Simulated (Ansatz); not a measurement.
WS2: pressure series

Base system: WS₂ in the 2H-MoS2 type structure (space group P6_3/mmc, No. 194; a = 3.1543 Å, c = 12.1409 Å; layered, stacked along the Cartesian z axis).

Cell and atoms are relaxed at each pressure.

Method: plane-wave PAW DFT at the PBE-D3(BJ) level (Ansatz, an electronic-structure program, 420 eV), spin-orbit coupling left out, earlier PAW set.

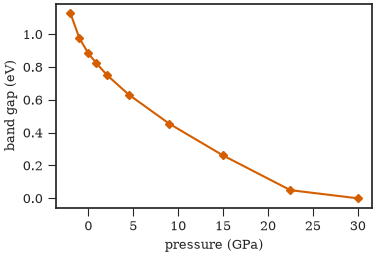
Fig. 1. Band gap against pressure

### Question
From the plot, what is the band gap for pressure 4.5 GPa?

### Answer
About 0.63 eV.

### Question
Is the trend monotonic over the range shown?

### Answer
Yes, it falls throughout, spanning zero to 1.13 eV.

The mesh was chosen for an insulator and is coarse for the gapless case. With W present, leaving out spin-orbit coupling can change the band edges. Load acts through the strain it causes; cell and atoms are relaxed under it. Stability against distortions was not tested. Competing high-pressure phases were not computed. The final runs are not spin-polarised. Gaps under 0.05 eV, about the width of the smearing, are given as zero. A zero or small gap of WS2 under pressure 15 GPa, WS2 under pressure 22.5 GPa and WS2 under pressure 30 GPa can be the functional's error rather than a property of the material.
